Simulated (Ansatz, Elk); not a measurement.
## How far do independent atoms describe Zn2Bi?

Structure refinements treat a crystal as free atoms side by side. For a made-up structure of Zn2Bi (cell and positions from a PBEsol relaxation) the runs below show what the calculated density changes in F(hkl).

Main program and level: Elk 11.2.3 (patched build); DFT, PBE, all-electron APW+lo, Dirac cores, scalar-relativistic bands, static density, no spin.

The structure was built from a prototype and need not be the compound's stable phase.

### 1. The starting structure

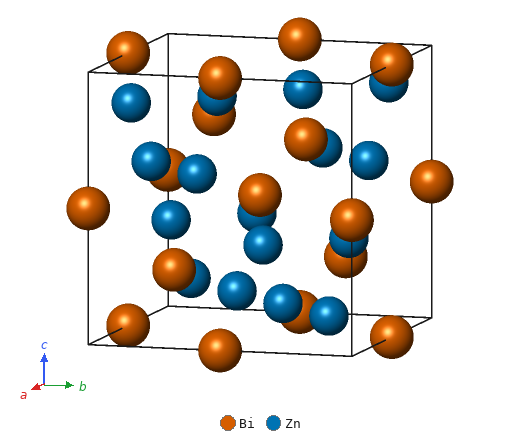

The starting structure, seen slightly off an axis (bismuth orange, zinc blue). This picture shows the conventional cell, with its axes. Some periodic images of atoms are drawn too.

### 2. Ground state and structure factors

An all-electron density is needed, since X-rays see the cores too. Task 0 finds the density and task 195 Fourier-transforms it; tshift is off so that phases refer to the origin typed.

Input file elk.in:

```
tasks
  0
  195

xctype
  20

spinpol
  .false.

rgkmax
  7.0

gmaxvr
  14.0

lmaxo
  7

lmaxapw
  8

swidth
  0.002

tshift
  .false.

ramdisk
  .false.

hmaxvr
  5.5

maxscl
  120

epspot
  1e-06

sppath
  './'

avec
  0.00000000000 7.36462210601 7.36462210601
  7.36462210601 0.00000000000 7.36462210601
  7.36462210601 7.36462210601 -0.00000000000

atoms
  2
  'Bi.in'
  2
  0.2500000000 0.2500000000 0.2500000000   0.000000 0.000000 0.000000
  0.0000000000 0.0000000000 -0.0000000000   0.000000 0.000000 0.000000
  'Zn.in'
  4
  0.6250000000 0.6250000000 0.1250000000   0.000000 0.000000 0.000000
  0.6250000000 0.1250000000 0.6250000000   0.000000 0.000000 0.000000
  0.1250000000 0.6250000000 0.6250000000   0.000000 0.000000 0.000000
  0.6250000000 0.6250000000 0.6250000000   0.000000 0.000000 0.000000

ngridk
  5 5 5
```

On the command line:

```bash
> OMP_NUM_THREADS=4 elk
```

Numbers of over 12 decimals in the logs are rounded to 6 here.

What it wrote:

```text
┌─────────────────────────┐
│ Elk code version 11.2.3 │
└─────────────────────────┘

All units are atomic (Hartree, Bohr, etc.)

┌─────────────────────────────────────────────────┐
│ Ground-state run starting from atomic densities │
└─────────────────────────────────────────────────┘

Lattice vectors :
   0.000000000       7.364622106       7.364622106
   7.364622106       0.000000000       7.364622106
   7.364622106       7.364622106      -0.000000000

Reciprocal lattice vectors :
 -0.4265789349      0.4265789349      0.4265789349
  0.4265789349     -0.4265789349      0.4265789349
  0.4265789349      0.4265789349     -0.4265789349

Unit cell volume      :    798.8797214
Brillouin zone volume :   0.3104975715

Muffin-tin inner radius fraction :   0.1000000000E-01

Nuclei treated as point charges

Species : 1 (Bi)
 parameters loaded from : Bi.in
 name : bismuth
 nuclear charge    :   -83.00000000
 electronic charge :    83.00000000
 atomic mass :    380947.9285
 muffin-tin radius :    2.800000000
 number of radial points in muffin-tin :   1393
 inner part over the whole radius :   0.9976520004E-02
 number on inner part of muffin-tin    :   1001
 approximate nuclear radius :   0.1052171418E-03
 number of mesh points to nuclear radius :    526
 atomic positions (lattice), magnetic fields (Cartesian) :
  1 :   0.25000000  0.25000000  0.25000000    0.00000000  0.00000000  0.00000000
  2 :   0.00000000  0.00000000  0.00000000    0.00000000  0.00000000  0.00000000

Species : 2 (Zn)
 parameters loaded from : Zn.in
 name : zinc
 nuclear charge    :   -30.00000000
 electronic charge :    30.00000000
 atomic mass :    119233.3130
 muffin-tin radius :    2.400000000
 number of radial points in muffin-tin :    993
 inner part over the whole radius :   0.9843840322E-02
 number on inner part of muffin-tin    :    701
 approximate nuclear radius :   0.7484757725E-04
 number of mesh points to nuclear radius :    337
 atomic positions (lattice), magnetic fields (Cartesian) :
  1 :  -0.37500000 -0.37500000  0.12500000    0.00000000  0.00000000  0.00000000
  2 :  -0.37500000  0.12500000 -0.37500000    0.00000000  0.00000000  0.00000000
  3 :   0.12500000 -0.37500000 -0.37500000    0.00000000  0.00000000  0.00000000
  4 :  -0.37500000 -0.37500000 -0.37500000    0.00000000  0.00000000  0.00000000

Total number of atoms per unit cell :    6
Total muffin-tin volume :    415.5279883
 ratio of muffin-tin to unit cell volume :   0.5201383602

Spin treatment :
 spin-unpolarised

Number of Bravais lattice symmetries :   48
Number of crystal symmetries         :   48
Crystal has no inversion symmetry
Complex Hermitian eigensolver will be used

k-point grid :      5     5     5
k-point offset :    0.000000000       0.000000000       0.000000000
k-point set is reduced with full crystal symmetry group
Total number of k-points :       10

Muffin-tin radius times maximum |G+k| :    7.000000000
 using average radius
Maximum |G+k| for APW functions       :    2.763157895
Maximum (1/2)|G+k|²                   :    3.817520776
Maximum |G| for potential and density :    14.00000000
Constant for pseudocharge density :   10
 order of it for each species :   17  17
 order of it for pair densities of each species (exact exchange by exxq0 0: 18) :   12   8
Radial integration step length :    1

G-vector grid sizes :     48    48    48
Number of G-vectors :    37117

Maximum angular momentum used for
 APW functions            :    8
 outer part of muffin-tin :    7
 inner part of muffin-tin :    2

Total nuclear charge    :   -286.0000000
Total core charge       :    184.0000000
Total valence charge    :    102.0000000
Total excess charge     :    0.000000000
Total electronic charge :    286.0000000

Effective Wigner radius, rₛ :   0.8736595964

Number of empty states         :     24
Total number of valence states :     76
Total number of core states    :    184

Third-order local-orbitals added for an l without core states : T
Total number of local-orbitals :    118

[...]
exchange                    :     -1067.4510823036
 correlation                 :     -16.078056103551
 electron entropic           :    -0.47502562739006E-03
 total energy                :     -50348.842682187

Density of states at Fermi energy :    36.51490798
 (states/Hartree/unit cell)

Estimated indirect band gap :   0.4345063276E-02
 from k-point 6 to k-point 2
Estimated direct band gap   :   0.1622343068E-01
 at k-point 2

Charges :
 core                        :    184.0000000
 valence                     :    102.0000000
 interstitial                :    8.423421096
 muffin-tins (core leakage)
  species : 1 (Bi)
[...]
species : 2 (Zn)
[...]
total in muffin-tins        :    277.5765789
 total calculated charge     :    285.9981089
 total charge                :    286.0000000
 error                       :   0.1891072063E-02

RMS change in Kohn-Sham potential (target) :   0.1460453014     (  0.1000000000E-05)
Absolute change in total energy (target)   :   0.1205905824     (  0.1000000000E-03)

[... loops 3 to 14 left out ...]

┌──────────────────┐
│ Loop number : 15 │
└──────────────────┘

Energies :
 Fermi                       :     0.262752
 sum of occupied eigenvalues :     -30856.181350803
 electron kinetic            :      57809.154931699
 core electron kinetic       :      56658.584637910
 Coulomb                     :     -107072.47861966
 Coulomb potential           :     -87248.783146187
 nuclear-nuclear             :     -4421.0535040791
 electron-nuclear            :     -118144.09089321
 Hartree                     :      15492.665777631
 Madelung                    :     -63448.087046562
 xc potential                :     -1416.5531363152
 exchange                    :     -1068.1012047622
 correlation                 :     -16.081213586315
 electron entropic           :    -0.43510758379511E-03
 total energy                :     -50347.506541413

Density of states at Fermi energy :    32.69410849
 (states/Hartree/unit cell)

Estimated indirect band gap :   0.5413317196E-02
 from k-point 6 to k-point 2
Estimated direct band gap   :   0.1983867493E-01
 at k-point 2

Charges :
 core                        :    184.0000000
 valence                     :    102.0000000
 interstitial                :    8.142311639
 muffin-tins (core leakage)
  species : 1 (Bi)
[...]
species : 2 (Zn)
[...]
total in muffin-tins        :    277.8576884
 total calculated charge     :    285.9981646
 total charge                :    286.0000000
 error                       :   0.1835406531E-02

RMS change in Kohn-Sham potential (target) :   0.5349042556E-07 (  0.1000000000E-05)
Absolute change in total energy (target)   :   0.8022327529E-04 (  0.1000000000E-03)

Convergence targets achieved

┌──────────────────┐
│ Loop number : 16 │
└──────────────────┘

Energies :
 Fermi                       :     0.262752
 sum of occupied eigenvalues :     -30856.181336743
 electron kinetic            :      57809.154944057
 core electron kinetic       :      56658.584649381
 Coulomb                     :     -107072.47862060
 Coulomb potential           :     -87248.783146785
 nuclear-nuclear             :     -4421.0535040791
 electron-nuclear            :     -118144.09089443
 Hartree                     :      15492.665777907
 Madelung                    :     -63448.087047206
 xc potential                :     -1416.5531340160
 exchange                    :     -1068.1012047521
 correlation                 :     -16.081213564158
 electron entropic           :    -0.43510761744448E-03
 total energy                :     -50347.506529965

Density of states at Fermi energy :    32.69411081
 (states/Hartree/unit cell)

Estimated indirect band gap :   0.5413317503E-02
 from k-point 6 to k-point 2
Estimated direct band gap   :   0.1983867906E-01
 at k-point 2

Charges :
 core                        :    184.0000000
 valence                     :    102.0000000
 interstitial                :    8.142311110
 muffin-tins (core leakage)
  species : 1 (Bi)
[...]
species : 2 (Zn)
[...]
atom 2                    :    28.86748104     (  0.8034181948E-04)
   atom 3                    :    28.86748104     (  0.8034181948E-04)
   atom 4                    :    28.86748104     (  0.8034181948E-04)
 total in muffin-tins        :    277.8576889
 total calculated charge     :    285.9981646
 total charge                :    286.0000000
 error                       :   0.1835406409E-02

┌──────────────────────────────┐
│ Self-consistent loop stopped │
└──────────────────────────────┘

Warning : the lowest level lies among the core levels :   -2.697153404      -2.870051757

Warning : core states of species 1 leak from the muffin-tin :   0.6752060656E-03

Wrote STATE.OUT
```

The job ended after 39 s (4 threads of Arm Neoverse V1, shared host; peak memory 0.26 GiB).

SFACRHO.OUT:

```text

h k l indices transformed by vhmat matrix:
   1.000000000       0.000000000       0.000000000    
   0.000000000       1.000000000       0.000000000    
   0.000000000       0.000000000       1.000000000    

      h      k      l  multipl.   |H|            Re(F)            Im(F)           |F|

      0      0      0      1   0.0000000       286.00000      0.77129817E-16   286.00000    
      0      1      0      4  0.73885639       38.561511       38.561511       54.534211    
      0     -1      0      4  0.73885639       38.561511      -38.561511       54.534211    
      1      0      1      6  0.85315787     -0.63826022E-14  0.11086683E-13  0.12792660E-13
     -2     -1     -1     12   1.2065474       143.38100     -0.43043809E-14   143.38100    
      1      0      2     12   1.4148023       102.50224      -102.50224       144.96006    
     -2     -1      0     12   1.4148023       102.50224       102.50224       144.96006    
      0     -2      0      4   1.4777128     -0.11335255E-13  -93.100026       93.100026    
      0      0      2      4   1.4777128     -0.16402075E-13   93.100026       93.100026    
      0     -2     -2      6   1.7063157       43.151817      0.37689596E-13   43.151817    
      2     -1      0     12   1.8594145       33.873330       33.873330       47.904122    
      0      1     -2     12   1.8594145       33.873330      -33.873330       47.904122    
     -2     -1      1     24   1.9077190      0.51912701E-14 -0.55433416E-14  0.75945982E-14
      1      1     -2     12   2.0898015       122.79076      0.15232765E-13   122.79076    
      3      0      1     12   2.0898015       122.79076     -0.30531945E-13   122.79076    
      3      0      0      4   2.2165692       87.574806      -87.574806       123.84948    
     -3     -2      0     12   2.2165692       87.573593      -87.573593       123.84776    
     -3     -3     -1     12   2.2165692       87.573593       87.573593       123.84776
```

Elk indexes on the primitive cell of elk.in and gives |H| = 4π sin θ/λ in inverse bohr. Below, one row stands for each form hkl of the conventional cell (m members, Friedel mates merged), F is for one primitive cell and the density is static (no thermal factor). Free-atom factors are Waasmaier and Kirfel's, and R is Σm||F|−|F'||/Σm|F|.

```
hkl   m  sin θ/λ (Å⁻¹)  abs F, DFT  neutral atoms   diff.  abs of complex diff.
111   8          0.111      54.534         54.610  -0.076                 0.076
200   6          0.128       0.000          0.000  +0.000                 0.000
220  12          0.181     143.381        143.473  -0.092                 0.092
311  24          0.213     144.960        145.452  -0.492                 0.492
222   8          0.222      93.100         93.911  -0.811                 0.811
400   6          0.257      43.152         42.376  +0.776                 0.776
331  24          0.280      47.904         47.537  +0.367                 0.367
420  24          0.287       0.000          0.000  +0.000                 0.000
422  24          0.314     122.791        122.768  +0.023                 0.023
333   8          0.333     123.849        124.065  -0.216                 0.216
511  24          0.333     123.848        124.065  -0.217                 0.217
440  12          0.363     190.089        190.398  -0.309                 0.309
531  48          0.380      44.463         44.336  +0.127                 0.127
442  24          0.385       0.013          0.000  +0.013                 0.013
600   6          0.385       0.000          0.000  +0.000                 0.000
620  24          0.406     110.409        110.407  +0.002                 0.002
533  24          0.421     110.243        110.311  -0.068                 0.068
622  24          0.425      66.416         66.540  -0.124                 0.124
```

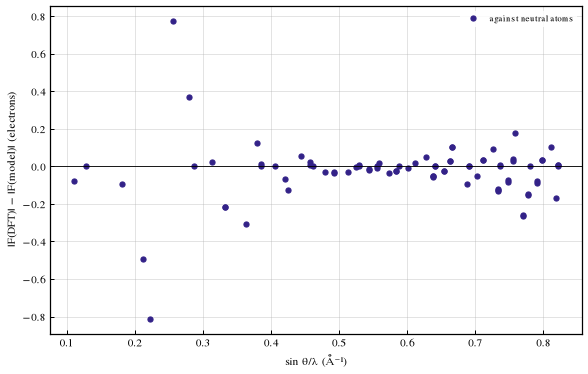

Difference between the calculated structure factors and the independent-atom ones.

### 3. The highest occupied states alone

An energy window below the Fermi level keeps the highest occupied states, to see at which angles they scatter; shallow core shells can lie inside it and anion s states outside. No new self-consistency is needed.

elk.in, as its differences from that of step 2:

```diff
@@ -1,3 +1,2 @@
 tasks
-  0
   195
@@ -40,2 +39,5 @@
 
+wsfac
+  -0.288490 0.562750
+
 sppath
```

On the command line:

```bash
> OMP_NUM_THREADS=4 elk
```

What it wrote:

```text
┌─────────────────────────────────┐
│ Elk code version 11.2.3 started │
└─────────────────────────────────┘

Info(readinput): the functional depends on the density's gradient
 muffin-tin radial points multiplied by    2.00000
 (not where nrmtscf is given)

┌────────────────────┐
│ Current task : 195 │
└────────────────────┘

Info(sfacrho): density structure factors written to SFACRHO.OUT

 Energy window :  -0.2884900000      0.5627500000

┌──────────────────┐
│ Elk code stopped │
└──────────────────┘
```

Wall time 17 s (4 threads); peak memory 0.19 GiB.

States within 15 eV below the Fermi level hold 58.00 electrons; any levels below the window count with the cores. Their amplitudes can exceed the total, where window and core parts have opposite phase:

| hkl | sin θ/λ (Å⁻¹) | abs F, window | abs F, all |
| --- | --- | --- | --- |
| 111 | 0.111 | 16.674 | 54.534 |
| 200 | 0.128 | 0.000 | 0.000 |
| 220 | 0.181 | 1.230 | 143.381 |
| 311 | 0.213 | 14.585 | 144.960 |
| 222 | 0.222 | 27.807 | 93.100 |
| 400 | 0.257 | 25.023 | 43.152 |
| 331 | 0.280 | 11.720 | 47.904 |
| 420 | 0.287 | 0.000 | 0.000 |
| 422 | 0.314 | 0.266 | 122.791 |
| 333 | 0.333 | 9.497 | 123.849 |

(Part 1 of 2 ends here.)

[Logs are printed without paths, hosts, clocks, repeated set-up lines and the standing remarks that a program may print on its own settings, such as how far it seeks lower states.]

[Hosts, paths, dates, database ids (printed as entryN), source tags and the programs' standing remarks are cut or masked in the printed files.]
